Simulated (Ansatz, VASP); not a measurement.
# Cross-check of AsP between VASP and Ansatz

Wanted: the spread between two codes on one cell, functional and k mesh. The cell is generated by rule, not measured, and may not be a known phase. The cell comes out of the VASP series on this material, whose earlier steps may have relaxed, scaled or displaced it; both programs get it as it stands.

Program: Ansatz 0.2.0. Level of theory: plane waves, with VASP 6.6.1 beside it; band structure at PBEsol, spin-orbit coupling. Results are calculated unless marked as measured.

The structure was built from a prototype and need not be the compound's stable phase.

### 1. Starting point

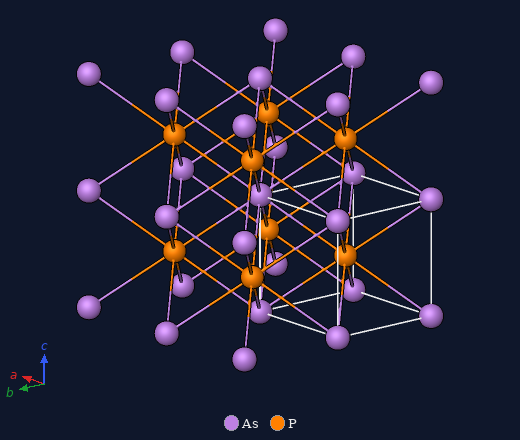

The starting structure, seen from a free direction (arsenic purple, phosphorus orange). 2×2×2 cells are drawn. Some periodic images of atoms are drawn too.

Structure file:

```
As P
1.0
     3.21295    0.00000    0.00000
     0.00000    3.21295    0.00000
     0.00000    0.00000    3.21295
As P
1 1
Direct
  0.00000 0.00000 0.00000
  0.50000 0.50000 0.50000
```

### 2. VASP: band structure, PBEsol, spin-orbit coupling

The same path points are solved in both programs, so levels can be compared one by one.

Lines of VASP's logs that name or quote its potential files are left out, and so is its time.

File INCAR:

```
SYSTEM = AsP
PREC = Accurate
ENCUT = 400
EDIFF = 1E-06
NELM = 100
ISMEAR = 0
SIGMA = 0.02
LREAL = .FALSE.
ALGO = Normal
GGA = PS
LNONCOLLINEAR = .TRUE.
MAGMOM = 0 0 0 0 0 0
NBANDS = 22
GGA_COMPAT = .FALSE.
LASPH = .TRUE.
LSORBIT = .TRUE.
LORBIT = 11
LWAVE = .FALSE.
LCHARG = .FALSE.
KPAR = 4
ISIF = 2
```

File POSCAR:

```
AsP
1.0
    3.2129500000      0.0000000000      0.0000000000
    0.0000000000      3.2129500000      0.0000000000
    0.0000000000      0.0000000000      3.2129500000
As P
1 1
Direct
    0.0000000000      0.0000000000      0.0000000000
    0.5000000000      0.5000000000      0.5000000000
```

File KPOINTS:

```
Automatic mesh
0
Gamma
8 8 8
0 0 0
```

File KPOINTS_OPT:

```
Line mode
16
Line-mode
Reciprocal
  0.00000000   0.00000000   0.00000000 GAMMA
  0.00000000   0.50000000   0.00000000 X

  0.00000000   0.50000000   0.00000000 X
  0.50000000   0.50000000   0.00000000 M

  0.50000000   0.50000000   0.00000000 M
  0.00000000   0.00000000   0.00000000 GAMMA

  0.00000000   0.00000000   0.00000000 GAMMA
  0.50000000   0.50000000   0.50000000 R

  0.50000000   0.50000000   0.50000000 R
  0.00000000   0.50000000   0.00000000 X

  0.50000000   0.50000000   0.00000000 M
  0.50000000   0.50000000   0.50000000 R
```

Potentials, in the order of the species: As and P (PBE family, release 64).

Launch:

```sh
> mpirun -np 4 vasp_ncl
```

Numbers of over 12 decimals in the logs are rounded to 6 here.

The log of the run:

```text
[banner, memory and clock lines left out]
running    4 mpi-ranks, on    1 nodes
 distrk:  each k-point on    1 cores,    4 groups
 distr:  one band on    1 cores,    1 groups

 POSCAR found type information on POSCAR AsP
 POSCAR found :  2 types and       2 ions
|                                                                             |
|               ----> ADVICE to this user running VASP <----                  |
|                                                                             |
|     You enforced a specific xc type in the INCAR file but a different       |
|     [... a line on the potential file left out ...]
|     I HOPE YOU KNOW WHAT YOU ARE DOING!                                     |
|                                                                             |

 LDA part: xc-table for (Slater+PW92), standard interpolation
 POSCAR, INCAR and KPOINTS ok, starting setup
 FFT: planning ... GRIDC
 FFT: planning ... GRID_SOFT
 FFT: planning ... GRID
 WAVECAR not read
 entering main loop
       N       E                     dE             d eps       ncg     rms          rms(c)
DAV:   1     0.193108934067E+02    0.19311E+02   -0.35194E+03  1540   0.640E+02
DAV:   2    -0.868600667117E+01   -0.27997E+02   -0.26805E+02  2040   0.120E+02
DAV:   3    -0.988061372737E+01   -0.11946E+01   -0.11696E+01  1916   0.212E+01
DAV:   4    -0.988686831987E+01   -0.62546E-02   -0.62519E-02  1838   0.186E+00
DAV:   5    -0.988690426432E+01   -0.35944E-04   -0.35942E-04  1860   0.142E-01    0.394E+00
DAV:   6    -0.986338450052E+01    0.23520E-01   -0.28736E-02  1794   0.998E-01    0.230E+00
DAV:   7    -0.985801743400E+01    0.53671E-02   -0.12212E-02  1798   0.628E-01    0.669E-01
DAV:   8    -0.985763175940E+01    0.38567E-03   -0.11038E-03  1856   0.197E-01    0.880E-02
DAV:   9    -0.985763162994E+01    0.12946E-06   -0.33849E-05  1860   0.379E-02    0.534E-02
DAV:  10    -0.985763317674E+01   -0.15468E-05   -0.81082E-06  1792   0.175E-02    0.108E-02
DAV:  11    -0.985763298091E+01    0.19583E-06   -0.99528E-07  1558   0.691E-03
   1 F= -.98576330E+01 E0= -.98574025E+01  d E =-.461009E-03  mag=    -0.0000     0.0000    -0.0000
 Start KPOINTS_OPT (optional k-point list driver)
k-point batch [1-35\96]
       N       E                     dE             ncg
DAV:   1     0.186348352526E+04   -0.54892E+04     1540
DAV:   2     0.812584213771E+03   -0.10509E+04     2126
DAV:   3     0.763586660661E+03   -0.48998E+02     1824
DAV:   4     0.763300023212E+03   -0.28664E+00     1950
DAV:   5     0.763298117556E+03   -0.19057E-02     1838
DAV:   6     0.763298093817E+03   -0.23739E-04     1952
DAV:   7     0.763298093532E+03   -0.28486E-06     1522
[...]
k-point batch [71-96\96]
       N       E                     dE             ncg
DAV:   1     0.482180406169E+04   -0.78257E+04     1144
DAV:   2     0.412408213696E+04   -0.69772E+03     1568
DAV:   3     0.409314759609E+04   -0.30935E+02     1326
DAV:   4     0.409299763072E+04   -0.14997E+00     1422
DAV:   5     0.409299675227E+04   -0.87846E-03     1356
DAV:   6     0.409299674413E+04   -0.81365E-05     1434
DAV:   7     0.409299674405E+04   -0.83363E-07      996
```

Parts of OUTCAR (step 2):

```text
ion  position               nearest neighbor table
   1  0.000  0.000  0.000-   2 2.78   2 2.78   2 2.78   2 2.78   2 2.78   2 2.78   2 2.78   2 2.78

  LATTYP: Found a simple cubic cell.
 ALAT       =     3.2129500000

 Subroutine GETGRP returns: Found 48 space group operations
 (whereof 48 operations were pure point group operations)

The static configuration has the point symmetry O_h .

 Found     35 irreducible k-points:

   k-points           NKPTS =     35   k-points in BZ     NKDIM =     35   number of bands    NBANDS=     22

   dimension x,y,z NGX =    24 NGY =   24 NGZ =   24
   dimension x,y,z NGXF=    48 NGYF=   48 NGZF=   48

   ENCUT  =  400.0 eV  29.40 Ry    5.42 a.u.   5.24  5.24  5.24*2*pi/ulx,y,z

   NELECT =      10.0000    total number of electrons

 k-points in reciprocal lattice and weights: Automatic mesh
   0.00000000  0.00000000  0.00000000       0.002
   0.12500000  0.00000000  0.00000000       0.012
   0.25000000  0.00000000  0.00000000       0.012
   0.37500000  0.00000000  0.00000000       0.012
   0.50000000  0.00000000  0.00000000       0.006
   0.12500000  0.12500000  0.00000000       0.023
   0.25000000  0.12500000  0.00000000       0.047
   0.37500000  0.12500000  0.00000000       0.047
   0.50000000  0.12500000  0.00000000       0.023
[...]
0.50000000  0.50000000  0.37500000       0.012
   0.50000000  0.50000000  0.50000000       0.002

 average (electrostatic) potential at core
       1 -47.2723       2 -81.3692

 E-fermi :   7.6914

 k-point     1 :       0.0000    0.0000    0.0000
  band No.  band energies     occupation
    ...
      6       5.3873      1.00000
      7       5.5719      1.00000
      8       5.5719      1.00000
      9       5.5719      1.00000
     10       5.5719      1.00000
     11      11.0312      0.00000
     12      11.0312      0.00000
     13      11.0312      0.00000
     14      11.0312      0.00000
     15      14.1558      0.00000
    ...

 k-point     2 :       0.1250    0.0000    0.0000
  band No.  band energies     occupation
    ...
      6       5.5018      1.00000
      7       5.6906      1.00000
      8       5.6906      1.00000
      9       5.7769      1.00000
     10       5.7769      1.00000
     11      11.2454      0.00000
     12      11.2454      0.00000
     13      12.4669      0.00000
     14      12.4669      0.00000
     15      13.4550      0.00000
    ...

 k-point     3 :       0.2500    0.0000    0.0000
  band No.  band energies     occupation
    ...
      6       5.9876      1.00000
      7       6.2783      1.00000
      8       6.2783      1.00000
      9       6.3863      1.00000
     10       6.3863      1.00000
     11      11.7614      0.00000
     12      11.7614      0.00000
     13      11.8847      0.00000
     14      11.8847      0.00000
     15      12.0977      0.00000
    ...

  Total       -0.7472001     -0.7472001     -0.7472001      0.0000000     -0.0000000      0.0000000
  in kB      -36.0940482    -36.0940482    -36.0940482      0.0000000     -0.0000000      0.0000000
  external PRESSURE =     -36.0940482 kB  Pullay stress =       0.0000000 kB

  energy-cutoff  :      400.00
  volume of cell :       33.17
      direct lattice vectors                 reciprocal lattice vectors
     3.212950000  0.000000000  0.000000000     0.311240449  0.000000000  0.000000000
     0.000000000  3.212950000  0.000000000     0.000000000  0.311240449  0.000000000
     0.000000000  0.000000000  3.212950000     0.000000000  0.000000000  0.311240449

 POSITION                                       TOTAL-FORCE (eV/Angst)
 -----------------------------------------------------------------------------------
      0.00000      0.00000      0.00000         0.000000      0.000000      0.000000
      1.60648      1.60648      1.60648         0.000000      0.000000      0.000000
 -----------------------------------------------------------------------------------
    total drift:                               -0.000000     -0.000000     -0.000000

  FREE ENERGIE OF THE ION-ELECTRON SYSTEM (eV)
  ---------------------------------------------------
  free  energy   TOTEN  =        -9.8576329809 eV

  energy  without entropy=       -9.8571719722  energy(sigma->0) =       -9.85740248

 Spin-Orbit-Coupling matrix elements
 Ion:    1  E_soc:     -0.0244447
 Ion:    2  E_soc:     -0.0009957

 total charge
# of ion       s       p       d       tot
------------------------------------------
    1        1.336   1.212   0.069   2.618
    2        1.141   1.186   0.000   2.327
--------------------------------------------------
tot          2.477   2.399   0.069   4.945

 magnetization (x)
# of ion       s       p       d       tot
------------------------------------------
    1        0.000   0.000   0.000   0.000
    2        0.000   0.000   0.000   0.000
--------------------------------------------------
tot          0.000   0.000   0.000   0.000

 magnetization (y)
# of ion       s       p       d       tot
------------------------------------------
    1       -0.000  -0.000   0.000  -0.000
    2        0.000  -0.000   0.000  -0.000
--------------------------------------------------
tot          0.000  -0.000   0.000  -0.000

 magnetization (z)
# of ion       s       p       d       tot
------------------------------------------
    1       -0.000   0.000   0.000  -0.000
    2       -0.000   0.000   0.000   0.000
--------------------------------------------------
tot         -0.000   0.000   0.000  -0.000

[... 3 further parts left out ...]
```

The run ends at a pressure of -3.61 GPa.

### 3. Ansatz: band structure, PBEsol, spin-orbit coupling

Ansatz runs on its fully relativistic PAW (standard-fr) files.

The same cell, functional, mesh and smearing now go to Ansatz, which takes its cutoff from its data sets.

File input.yaml:

```yaml
crystal:
  lattice:
    - [3.21295, 0.0, 0.0]
    - [0.0, 3.21295, 0.0]
    - [0.0, 0.0, 3.21295]
  atoms:
    - { symbol: As, position: [0.0, 0.0, 0.0] }
    - { symbol: P, position: [0.5, 0.5, 0.5] }
hamiltonian:
  xc: pbesol
  pseudopotentials: { kind: paw_fr }
magnetization:
  noncollinear: true
  spin_orbit: true
kpoints:
  mp_grid: { grid: [8, 8, 8] }
  band_path:
    path:
      - [0.0, 0.0, 0.0]
      - [0.0, 0.1, 0.0]
      - [0.0, 0.2, 0.0]
      - [0.0, 0.3, 0.0]
      - [0.0, 0.43333, 0.0]
      - [0.0, 0.5, 0.0]
      - [0.1, 0.5, 0.0]
      - [0.2, 0.5, 0.0]
      - [0.33333, 0.5, 0.0]
      - [0.43333, 0.5, 0.0]
      - [0.5, 0.5, 0.0]
      - [0.36667, 0.36667, 0.0]
      - [0.26667, 0.26667, 0.0]
      - [0.16667, 0.16667, 0.0]
      - [0.06667, 0.06667, 0.0]
      - [0.03333, 0.03333, 0.03333]
      - [0.13333, 0.13333, 0.13333]
      - [0.23333, 0.23333, 0.23333]
      - [0.33333, 0.33333, 0.33333]
      - [0.46667, 0.46667, 0.46667]
      - [0.46667, 0.5, 0.46667]
      - [0.36667, 0.5, 0.36667]
      - [0.23333, 0.5, 0.23333]
      - [0.13333, 0.5, 0.13333]
      - [0.03333, 0.5, 0.03333]
      - [0.5, 0.5, 0.03333]
      - [0.5, 0.5, 0.16667]
      - [0.5, 0.5, 0.26667]
      - [0.5, 0.5, 0.36667]
      - [0.5, 0.5, 0.5]
    npoints: 1
scf:
  occupations: { method: gaussian, width: 0.02 }
  n_extra_bands: 14
output:
  forces: true
  stress: true
  eigenvalues: true
```

Launch:

```sh
> ansatz run input.yaml --threads 2 --pin off --max-ram 4608MiB --backend cpu --events-out ev --progress --plain --runs-dir out
```

The log of the run:

```text
scf.n_extra_bands = 14 over 20 filled bands (N_el = 20.0): the run solves 34 bands
Engine: ansatz 0.2.0, aarch64-unknown-linux-gnu
Pseudopotentials: kind: paw_fr
Pseudopotential: As, paw_fr, valence charge 15, recommended cutoff 420 eV (normal), As.paw.azcp#standard-fr
Pseudopotential: P, paw_fr, valence charge 5, recommended cutoff 420 eV (normal), P.paw.azcp#standard-fr
Functional definition: PBEsol
  exchange = pbesol_x
  correlation = pbesol_c
non-collinear run that drives no moment, with spin-orbit: no starting moment large enough to seed its density (crystal.atoms[].spin), no starting occupations that ask for one, no magnetisation constraint and no magnetic field, so the semilocal B_xc is pinned to zero
Crystal: 2 atoms, lattice volume = 33.167 Å³
Basis set: ecut = 420 eV, 619 PW (Γ), exchange–correlation on 48×48×48 points (8 copies of the dense FFT grid, shifted against one another)
Bands: 34, of which v1, the nominal top of the filled ones, is band 20 counted from 1 (19 counted from 0)
Symmetry: 48 space group operations + 48 with time reversal
Magnetic group: BNS 221.93 (UNI 1595), of the structure as read, at distance tolerance 3.2e-5 Å
k-points: 35 of 512
Projection manifold: j_resolved (fully-relativistic pseudo-atomic orbitals)
Non-local potential: As, projectors of the file, l = 0: 2, l = 1: 4, l = 2: 6, l = 3: 2
Non-local potential: P, projectors of the file, l = 0: 2, l = 1: 4, l = 2: 4
PAW form: soft (Blöchl's): semilocal exchange-correlation on the pseudo side does not see the compensation charge
PAW frozen core: As, regenerated for the run's functional, and the local potential with it (the file was generated under x = pbe(κ = 0.804, μ = 0.219515), c = pbe(β = 0.066725))
PAW frozen core: P, regenerated for the run's functional, and the local potential with it (the file was generated under x = pbe(κ = 0.804, μ = 0.219515), c = pbe(β = 0.066725))
PAW one-centre angular grid: As, 590 points (default); XC on 64 Gauss nodes
PAW one-centre angular grid: P, 110 points (default); XC on 64 Gauss nodes
Initial density: superposition of atomic densities (chi_scale 0.1, normalization cell, long waves kept (reshape's long-wave potential 0.00 eV rms))
Initial wavefunctions: pseudopotential atomic-orbital guess
Functional: x = pbesol(κ = 0.804, μ = 0.123457), c = pbesol(β = 0.046)
SCF iter   1: F=—  HF=-5552.190680 eV  |F-HF|=—  |Δ(HF+E_count)|=         —  Δρ=1.65e-2  dr2=1.01e-1  dr2_m=0.00e0 (ungated)  ethr=3.10e-3  |M|=0.00e0 ∫|m|=0.00e0 μB  |m|>n=0.0e0 m-floor=0.0e0 τ_xc=0.0e0  β_m=0.30  ⟨swp⟩=8.8  Hψ=4337  notcnv=0  defer=34
preconditioner: auto → none  [metal: Δε(μ)=0.008 eV  Ē_g=13.302 eV  σ=0.020 eV  W_gap=0.22  n_scr=6 (ndim 8)  ℏωp=20.4 eV  f_vac=0.000  D(μ)=6.40/eV (n_scr^D=122)  sad-step TF]
SCF iter   2: F=—  HF=-5552.177418 eV  |F-HF|=—  |Δ(HF+E_count)|=   1.33e-2  Δρ=1.22e-2  dr2=4.80e-2  dr2_m=0.00e0 (ungated)  ethr=5.04e-4  |M|=0.00e0 ∫|m|=0.00e0 μB  |m|>n=0.0e0 m-floor=0.0e0 τ_xc=0.0e0  β_m=0.63  ⟨swp⟩=1.9  Hψ=794  notcnv=0  defer=230
SCF iter   3: F=—  HF=-5552.167896 eV  |F-HF|=—  |Δ(HF+E_count)|=   9.52e-3  Δρ=4.89e-3  dr2=1.71e-2  dr2_m=0.00e0 (ungated)  ethr=2.40e-4  |M|=0.00e0 ∫|m|=0.00e0 μB  |m|>n=0.0e0 m-floor=0.0e0 τ_xc=0.0e0  β_m=0.53  ⟨swp⟩=2.9  Hψ=746  notcnv=0  defer=242
SCF iter   4: F=—  HF=-5552.163935 eV  |F-HF|=—  |Δ(HF+E_count)|=   3.96e-3  Δρ=8.05e-4  dr2=3.28e-4  dr2_m=0.00e0 (ungated)  ethr=8.54e-5  |M|=0.00e0 ∫|m|=0.00e0 μB  |m|>n=0.0e0 m-floor=0.0e0 τ_xc=0.0e0  β_m=0.72  ⟨swp⟩=2.3  Hψ=659  notcnv=0  defer=256
SCF iter   5: F=—  HF=-5552.163812 eV  |F-HF|=—  |Δ(HF+E_count)|=   1.23e-4  Δρ=2.22e-4  dr2=1.88e-5  dr2_m=0.00e0 (ungated)  ethr=1.64e-6  |M|=0.00e0 ∫|m|=0.00e0 μB  |m|>n=0.0e0 m-floor=0.0e0 τ_xc=0.0e0  β_m=0.86  ⟨swp⟩=2.9  Hψ=845  notcnv=0  defer=260
SCF iter   6: F=—  HF=-5552.163805 eV  |F-HF|=—  |Δ(HF+E_count)|=   6.56e-6  Δρ=4.67e-5  dr2=6.59e-7  dr2_m=0.00e0 (ungated)  ethr=9.38e-8  |M|=0.00e0 ∫|m|=0.00e0 μB  |m|>n=0.0e0 m-floor=0.0e0 τ_xc=0.0e0  β_m=0.71  ⟨swp⟩=2.0  Hψ=826  notcnv=0  defer=260
SCF iter   7: F=-5552.163804 eV  HF=-5552.163804 eV  |F-HF|=9.95e-8  |Δ(HF+E_count)|=   1.61e-6  Δρ=8.59e-6  dr2=1.99e-8  dr2_m=0.00e0 (ungated)  ethr=5.00e-10  |M|=0.00e0 ∫|m|=0.00e0 μB  |m|>n=0.0e0 m-floor=0.0e0 τ_xc=0.0e0  ⟨swp⟩=9.9  Hψ=3197  notcnv=0
SCF 1 converged in 7 iterations: F = -5552.163804 eV  dr2 = 1.99e-8
  greatest PAW one-centre occupation: 0.999 electrons in one spin orbital (limit 2), on the As atom at site 0 (counted from 0), in its partial waves of l = 2
NSCF: frozen V_eff on 30 k-points
SCF converged after 7 iterations
Magnetization: |M| = 0.0000 μB,  M = (+0.0000, +0.0000, +0.0000) μB
Absolute magnetization: 0.0000 μB (∫|m|)
  site 0: m = (+0.0000, +0.0000, +0.0000) μB, |m| = 0.0000 μB  (R = 1.15 Å)
  site 1: m = (+0.0000, +0.0000, +0.0000) μB, |m| = 0.0000 μB  (R = 1.15 Å)
Free energy (F): -5552.163804 eV
Harris-Foulkes:  -5552.163804 eV  (|F-HF|=9.95e-8)
Internal energy: -5552.163332 eV  (E = F + TS)
E sigma→0 (E₀):  -5552.163568 eV
Entropy (-TS):   -0.000472 eV (-0.236 meV/atom)
Fermi energy:    11.721869 eV
--- Per-component energies (eV) ---
  E_band       = -186.238265
  E_kinetic    = 171.080797
  E_local      = -1681.712986  (includes V_loc(G=0)·N_el)
  E_nonlocal   = -634.379110
  E_hartree    = 937.071941
  E_xc         = -139.534941
  E_vxc        = -139.738196  (∫ρ·V_xc dr)
  E_paw        = -2346.641244  (= ΣΔE_a)
  E_vpaw       = 224.375476  (= ΣTr[D̂ρ^β])
  E_aug_tail   = 0.000012  (compensation charges beyond the density's cutoff)
  E_ewald      = -1859.063867
  E_core_change = 1.016066  (= ΣΔE_core)
  E_smearing   = -0.000472  (= −TS)
  E_closure    = -0.000000  (closes the sum)
  Σ components = -5552.163804   (vs F -5552.163804, Δ=0.00e0)
--- Forces (eV/Å), atoms counted from 1 ---
  atom   1  As    -0.00000000    -0.00000000    -0.00000000
  atom   2  P      0.00000000    -0.00000000     0.00000000
  max |Σ_I F_I| component: 9.47e-30 eV/Å
--- Stress (GPa, compression-positive) ---
       -3.795989      -0.000000       0.000000
        0.000000      -3.795989       0.000000
        0.000000       0.000000      -3.795989
  P = ⅓ Tr σ = -3.7960 GPa (-37.960 kbar)
--- Band table (eV; the first three rows and the last of 35) ---
  k-point 0: bands = [... 16 lower, 9.6085, 9.6085, 9.6085, 9.6085, 15.0584, 15.0584, 15.0584, 15.0584, ... 10 higher]
  k-point 1: bands = [... 16 lower, 9.7257, 9.7257, 9.8133, 9.8133, 15.2721, 15.2721, 16.4923, 16.4923, ... 10 higher]
  k-point 2: bands = [... 16 lower, 10.3123, 10.3123, 10.4222, 10.4222, 15.7879, 15.7879, 15.9092, 15.9092, ... 10 higher]
  k-point 34: bands = [... 16 lower, 8.2887, 8.2887, 8.3285, 8.3285, 8.3285, 8.3285, 8.3395, 8.3395, ... 10 higher]
```

Wall time 10 s (2 threads of Arm Neoverse N1, shared host); peak memory 0.43 GiB.

### 4. Side by side

Known differences besides the PAW data sets themselves: spin-orbit coupling enters by fully relativistic files in Ansatz and inside the spheres in VASP; the data sets hold 20 valence electrons in Ansatz (fully relativistic PAW (standard-fr) files) and 10 in VASP; the cutoff is 420 eV in Ansatz and 400 eV in VASP; Ansatz makes its cores anew for this functional, VASP keeps those of its PBE data sets. Total energies have different zeros and are not compared.

The two programs side by side:

| quantity | Ansatz | VASP | difference |
| --- | --- | --- | --- |
| pressure (GPa) | -3.80 | -3.61 | -0.19 |

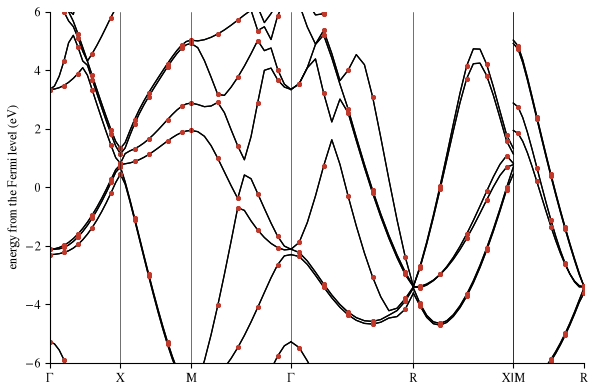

Bands from VASP (lines) and levels from Ansatz (dots). Dots without a line are higher empty bands that the VASP plot leaves out.

Levels from 3 eV below to 2 eV above the Fermi level differ by 5 meV r.m.s. and 9 meV at most; each VASP level is matched to the nearest of Ansatz, which flatters the figure a little.

### 5. Results

```yaml
r_m_s_difference_of_levels_near_the_fermi_level_band_structure_pbesol_spin_orbit_coupling: 4.6 meV
```

The r.m.s. difference of levels near the Fermi level is 4.6 meV (band structure, PBEsol, spin-orbit coupling), within the 80 meV picked in this series as the mark of a large difference. Differences of this kind measure data sets and numerical settings, not the functional's error against experiment.

[Lines on the potential files, build, host, timing and source positions are cut from VASP's logs without a mark.]

[Logs are printed without paths, hosts, clocks, repeated set-up lines and the standing remarks that a program may print on its own settings, such as how far it seeks lower states.]

[Hosts, paths, dates, database ids (printed as entryN), source tags and the programs' standing remarks are cut or masked in the printed files.]
